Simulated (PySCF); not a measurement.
# C2H5NOSi (SMILES CO[SiH2]C#N): what the fields show

Input

```
{"job": {"kind": "nmr", "xc": "PBE0", "basis": "pcSseg-1", "pop": false}, "charge": 0, "multiplicity": 1}
C     -1.487700    -0.617600    -0.166600
O     -0.530900     0.209400    -0.759100
Si     0.777000     0.945600    -0.165000
C      1.979000    -0.306100     0.550900
N      2.697600    -1.081100     0.993300
H     -2.048700    -0.074600     0.597900
H     -2.172700    -0.949100    -0.947900
H     -1.017900    -1.490000     0.293900
H      0.489400     1.843000     0.957200
H      1.323900     1.525100    -1.377400
```

Launched as:

```sh
OMP_NUM_THREADS=1 python probes_run.py task.json out
```

Geometry: GFN2-xTB, NEB image 0 of 0 to 8.

Level of theory: PBE0/pcSseg-1, SCF density, gas phase, non-relativistic in PySCF 2.14.0.

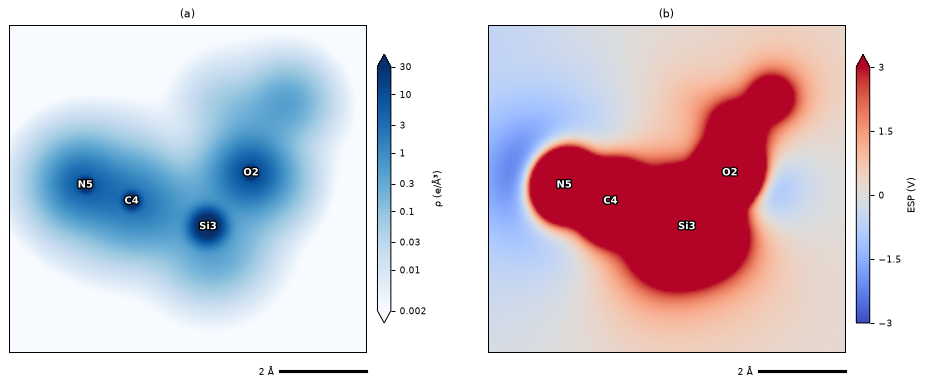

Figure 1. (a) electron density; (b) molecular electrostatic potential on the plane of atoms O2, Si3 and C4.

Q: Describe what can be read from this map.

A:
- The plane passes through O, Si, C and N nuclei.
- C–N (1.15 Å): ρ is about 3.6 e/Å³ halfway.
- Si–O (1.61 Å): the density is about 1.2 e/Å³ at the midpoint.
- C–Si (1.88 Å): ρ at the midpoint is about 0.88 e/Å³.
- Outside the dense part of the molecule the potential is most negative (−2.1 V) near N5.

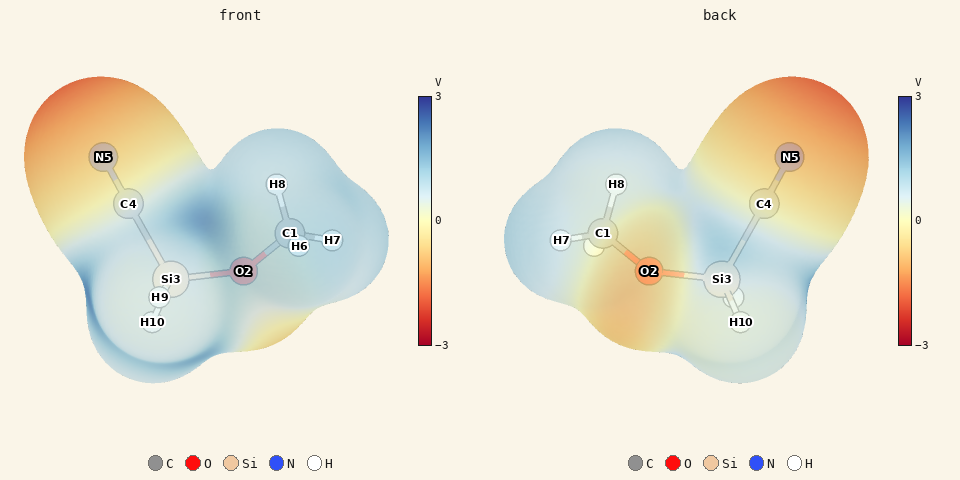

Figure 2. The molecular electrostatic potential painted on the density surface at 0.002 e/bohr³, seen from the front and from behind; the colour scale runs from red (negative) to blue (positive).

Q: Where is the surface potential most negative and most positive?

A: The most negative region (about −1.7 V) lies over N5, the most positive (about +2.0 V) over Si3. N5 is the likeliest acceptor of a hydrogen bond.

Q: How polar is the molecule by this calculation?

A: Its dipole moment is 3.36 D.
